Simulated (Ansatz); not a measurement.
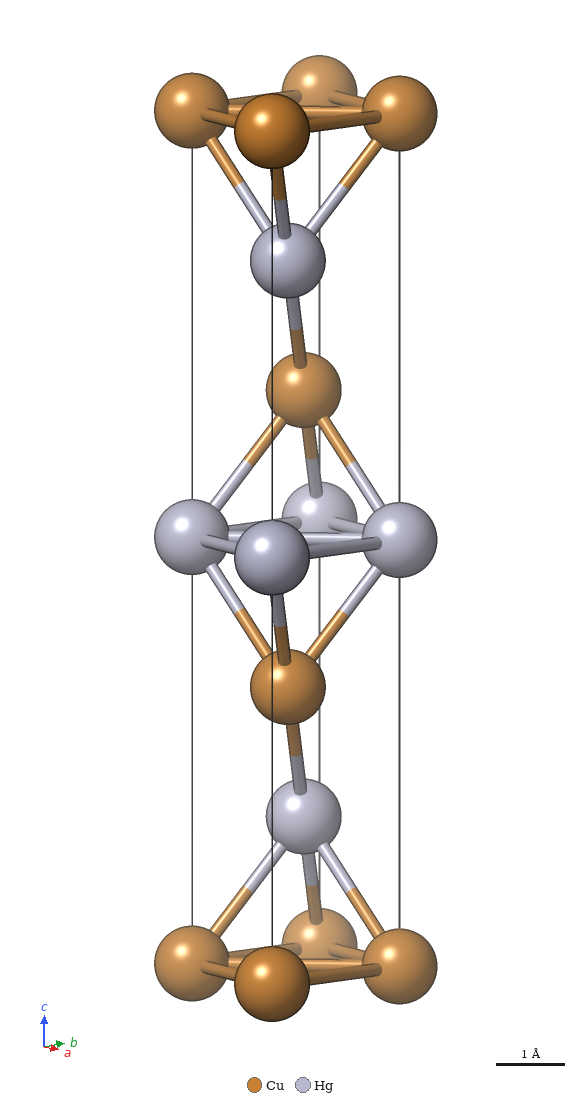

Crystal structure, ball-and-stick style, seen slightly off an axis. The outline marks the conventional unit cell.

Sticks mark Cu–Cu up to 3.18 Å, Cu–Hg up to 3.11 Å, Hg–Hg up to 3.18 Å (cut-off distances).

Q: Work out the formula from the picture.

A: CuHg. The cell holds 3 Cu, 3 Hg, counting shared atoms by their share.

Q: Give the crystal system and centring.

A: Rhombohedral (trigonal R) lattice; the crystal system is trigonal.

Q: Which space group does it belong to?

A: R-3m (No. 166), with Cu on 3a and Hg on 3b.

Q: What kind of network do the bonds form?

A: The bonds build a three-dimensional framework.

The cell started as a textbook structure type filled with these elements (whether it is the usual form wasn't checked). Relaxation method: DFT PBE, scalar-relativistic, plane waves, PAW (Ansatz).
